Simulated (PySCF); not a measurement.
Molecule: H3B3Cl2N3, SMILES B1(N[B]NB(Cl)N1)Cl, doublet. Atoms near the plane z = 0.0 Å, at the PBE0/def2-SVP optimised geometry (x, y, z in Å): Cl1 (2.8, -0.3, 0.0), B2 (1.0, -0.3, 0.0), N3 (0.3, -1.6, 0.0), B4 (-1.1, -1.6, 0.0), N5 (-1.8, -0.3, 0.0), B6 (-1.1, 0.9, 0.0), Cl7 (-2.0, 2.4, 0.0), N8 (0.3, 0.9, 0.0), H9 (0.8, -2.4, 0.0), H10 (-2.8, -0.3, 0.0), H11 (0.8, 1.8, 0.0).

Method: unrestricted PBE0/def2-TZVP (PySCF). Cells within 0.4 Å of a nucleus heavier than hydrogen are left out (blank, or x). The values are rescaled to run from 0 to 1.

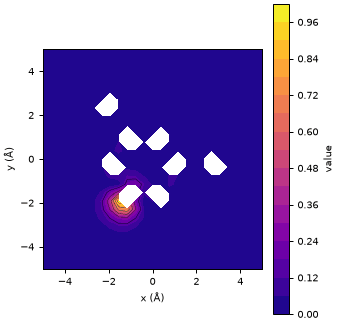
Fig. 1. a field on the plane z = 0.0 Å.

Q: Which quantity is mapped?
A) Laplacian of the electron density
B) deformation density (molecule minus spherical neutral atoms)
C) an orbital amplitude
D) spin density

A: D, spin density. In full: spin density (e/bohr³).
